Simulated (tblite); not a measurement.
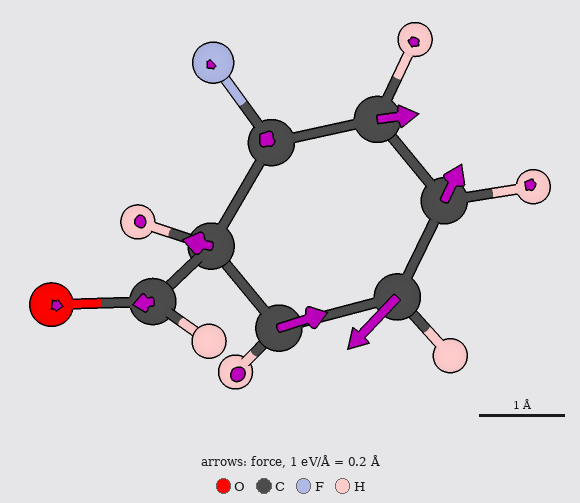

Starting geometry of C7H6FO (multiplicity 2) with the computed forces as purple arrows. The picture is a ball-and-stick view, seen at a tilt.

Level of theory: GFN2-xTB geometry optimisation, gas phase in tblite. 

Question: What follows when this structure is relaxed?

Answer: It isn't relaxed: the largest force vector, on a C atom, is 4.38 eV/Å. The final displacements have little in common with the starting forces (cosine between the two patterns 0.16). Over 70 geometry steps the energy falls by 81.8 kJ/mol. The O atom moves most after the best rigid fit: 0.86 Å. Largest moves by element: O 0.86 Å, H 0.51 Å, F 0.35 Å, C 0.30 Å. Near-neighbour distances that change, for instance: C–C 1.470 → 1.362 Å, C–C 1.321 → 1.399 Å, C–H 1.139 → 1.096 Å, C–C 1.312 → 1.354 Å. Bond angles that change, for instance: C–C–C 111.2° → 99.6°, C–C–H 105.8° → 112.7°, C–C–H 115.9° → 121.7°. Groups turn about C–C by about 30°.
